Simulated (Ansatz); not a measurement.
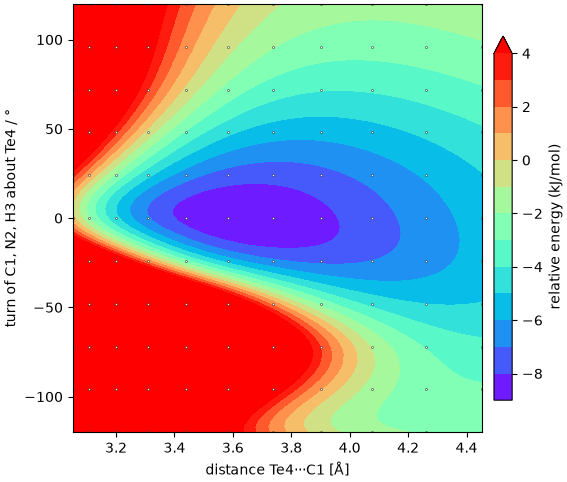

Energy landscape of the pair CHN···H₂Te. The turn is about an axis along (0.14, 0.99, 0.05) in the frame of the relaxed pair, normal to the line between the partners. Coordinates scanned: (1) distance Te4···C1; (2) turn of C1, N2, H3 about Te4. The grid has 11 × 11 points. Points are written as (first, second). Energies: kJ/mol, counted from the two partners far apart, frozen as in the relaxed pair, each in its own basis (no counterpoise correction). All numbers below come from RKS PBE0-D4/def2-TZVPD in Ansatz 0.2.0.

In the figure: filled contours, dots at the grid points, one colour for all values above the top of the scale. Between grid points the surface is interpolated. 

Summarise what can be read from the map.

The lowest grid point is at (3.582 Å, 0°), −8.9 kJ/mol from the two partners far apart, frozen as in the relaxed pair, each in its own basis (no counterpoise correction). No other kind of well shows on this grid. The highest grid point, (3.052 Å, −72°), lies 145.8 kJ/mol above the lowest. Round the minimum the valley is somewhat tilted: raising distance Te4···C1 shifts the best value of turn of C1, N2, H3 about Te4 downwards (coupling k₁₂/√(k₁₁k₂₂) about 0.2).

Grid values (kJ/mol):

| turn of C1, N2, H3 about Te4 ↓, distance Te4···C1 → | 3.052 | 3.108 | 3.199 | 3.311 | 3.440 | 3.582 | 3.737 | 3.901 | 4.076 | 4.260 | 4.452 |
| --- | --- | --- | --- | --- | --- | --- | --- | --- | --- | --- | --- |
| 120 | 18.2 | 14.6 | 9.9 | 5.8 | 2.6 | 0.4 | −0.9 | −1.5 | −1.7 | −1.6 | −1.4 |
| 96 | 17.7 | 13.9 | 9.1 | 4.8 | 1.5 | −0.7 | −2.0 | −2.5 | −2.6 | −2.5 | −2.1 |
| 72 | 15.9 | 12.1 | 7.2 | 3.0 | −0.3 | −2.4 | −3.5 | −3.9 | −3.9 | −3.6 | −3.1 |
| 48 | 10.8 | 7.5 | 3.2 | −0.5 | −3.1 | −4.8 | −5.5 | −5.7 | −5.4 | −4.8 | −4.2 |
| 24 | 3.5 | 0.9 | −2.2 | −4.8 | −6.5 | −7.4 | −7.6 | −7.3 | −6.7 | −5.9 | −5.1 |
| 0 | 0.3 | −2.0 | −4.7 | −6.9 | −8.3 | −8.9 | −8.8 | −8.3 | −7.4 | −6.5 | −5.6 |
| −24 | 18.3 | 13.4 | 7.0 | 1.4 | −2.8 | −5.4 | −6.8 | −7.2 | −7.0 | −6.4 | −5.6 |
| −48 | 81.2 | 67.6 | 49.3 | 32.2 | 18.4 | 8.3 | 1.6 | −2.3 | −4.3 | −5.0 | −5.0 |
| −72 | 136.9 | 115.7 | 87.1 | 60.2 | 37.9 | 21.4 | 10.0 | 2.9 | −1.1 | −3.1 | −3.8 |
| −96 | 85.4 | 72.0 | 53.9 | 36.9 | 22.9 | 12.5 | 5.4 | 1.0 | −1.4 | −2.6 | −2.9 |
| −120 | 47.7 | 39.7 | 29.0 | 19.2 | 11.2 | 5.6 | 1.8 | −0.5 | −1.6 | −2.1 | −2.1 |

Each point was launched as `ansatz run input.yaml --threads 1 --pin off --max-ram 2560MiB --backend cpu --events-out ev --progress --plain --runs-dir out`. The whole map (121 points run) took 13 min on 1 thread of Arm Neoverse V1, with other jobs on the host.
